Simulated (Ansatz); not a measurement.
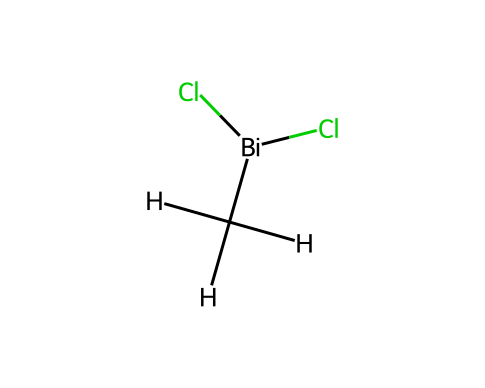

A structural formula.

Write the SMILES.

[CH3][Bi]([Cl])[Cl]

Give the formula, hydrogens included.

CH3BiCl2.

An optimisation with PBE0-D4/def2-TZVP gave a structure of which point group?

Cs.

More results for the same structure follow; atom numbers are the same in all pictures, views and colours differ. The computed structure is the end point of a PBE0-D4/def2-TZVP optimisation.

### Levels of theory compared

Program: Ansatz 0.2.0.

Tabulate HOMO–LUMO gap (eV), HOMO energy (eV) at these levels: B3LYP-D4/def2-TZVPP; B97M-V/def2-TZVPP; PBE-D4/def2-TZVPP; PBE0-D4/def2-QZVPP; PBE0-D4/def2-TZVPP; r2SCAN0-D4/def2-TZVPP; r2SCANh-D4/def2-TZVPP; revPBE-D4/def2-TZVPP; ωB97M-V/def2-SVP.

```json
{"level": "B3LYP-D4/def2-TZVPP", "HOMO–LUMO gap (eV)": "5.46", "HOMO energy (eV)": "−7.50"}
{"level": "B97M-V/def2-TZVPP", "HOMO–LUMO gap (eV)": "4.51", "HOMO energy (eV)": "−6.84"}
{"level": "PBE-D4/def2-TZVPP", "HOMO–LUMO gap (eV)": "4.04", "HOMO energy (eV)": "−6.57"}
{"level": "PBE0-D4/def2-QZVPP", "HOMO–LUMO gap (eV)": "5.85", "HOMO energy (eV)": "−7.75"}
{"level": "PBE0-D4/def2-TZVPP", "HOMO–LUMO gap (eV)": "5.91", "HOMO energy (eV)": "−7.72"}
{"level": "r2SCAN0-D4/def2-TZVPP", "HOMO–LUMO gap (eV)": "6.21", "HOMO energy (eV)": "−7.90"}
{"level": "r2SCANh-D4/def2-TZVPP", "HOMO–LUMO gap (eV)": "5.19", "HOMO energy (eV)": "−7.28"}
{"level": "revPBE-D4/def2-TZVPP", "HOMO–LUMO gap (eV)": "4.07", "HOMO energy (eV)": "−6.51"}
{"level": "ωB97M-V/def2-SVP", "HOMO–LUMO gap (eV)": "9.88", "HOMO energy (eV)": "−9.59"}
```

### Dipole moment

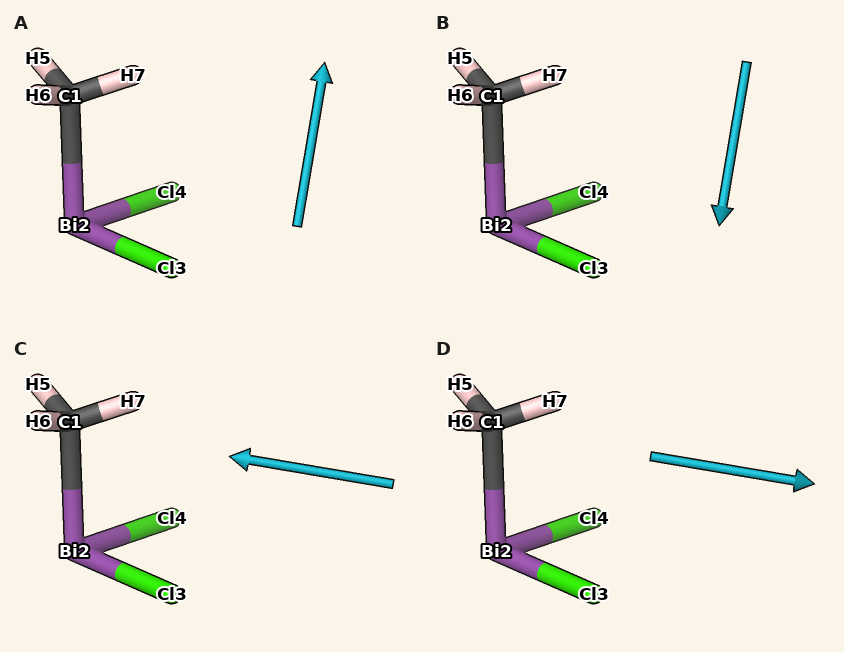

The same molecule four times, each with an arrow. Properties computed with RKS PBE0-D4/def2-TZVP, core potentials on Bi (Ansatz 0.2.0).

Which arrow points along the dipole moment, from the negative to the positive end?

C. The dipole moment is 4.07 D; it points from the side of Cl3, Cl4 to the side of H5, H6 (the outermost atoms at the two ends).

### Charges

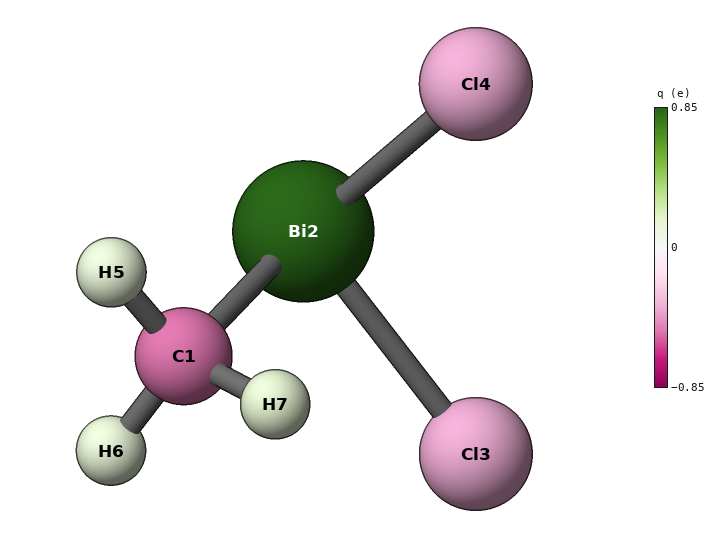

Atoms are coloured by their Mulliken charges. Properties computed with RKS PBE-D4/def2-TZVPP, core potentials on Bi (Ansatz 0.2.0).

List the Mulliken charges.

```
atom  value (e)
  C1      −0.51
 Bi2       0.84
 Cl3      −0.36
 Cl4      −0.36
  H5       0.13
  H6       0.13
  H7       0.15
```

Mulliken values depend strongly on the basis set and can even reverse the polarity of a bond.
